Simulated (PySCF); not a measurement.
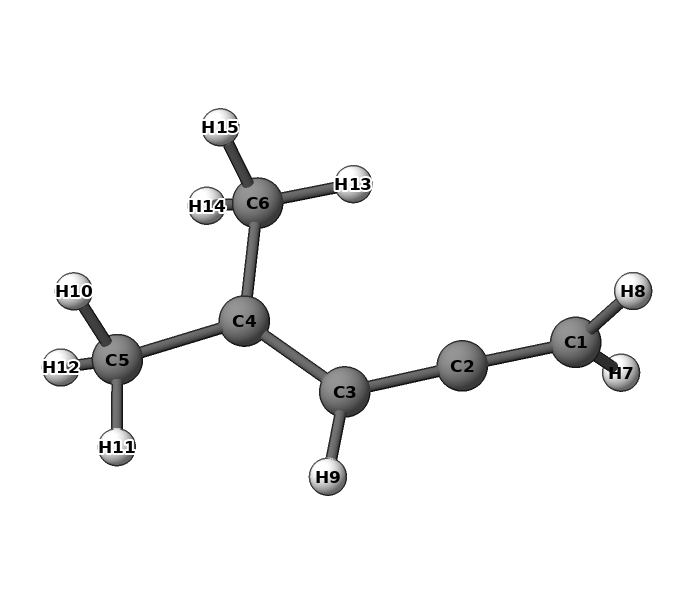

The questions are on Mulliken spin populations. The species is neutral and a spin doublet. Computed geometry: GFN2-xTB optimisation. No frequency run is at hand to confirm it as a minimum. Properties computed with UKS B3LYP, pcH-1 on C H, non-relativistic (PySCF 2.14.0).

Give the Mulliken spin populations atom by atom.

```
atom  value (e)
  C1      −0.11
  C2       0.58
  C3      −0.24
  C4       0.66
  C5      −0.06
  C6      −0.05
  H7       0.05
  H8       0.05
  H9       0.01
 H10       0.03
 H11       0.00
 H12       0.03
 H13       0.00
 H14       0.03
 H15       0.03
```

Mulliken values depend strongly on the basis set.
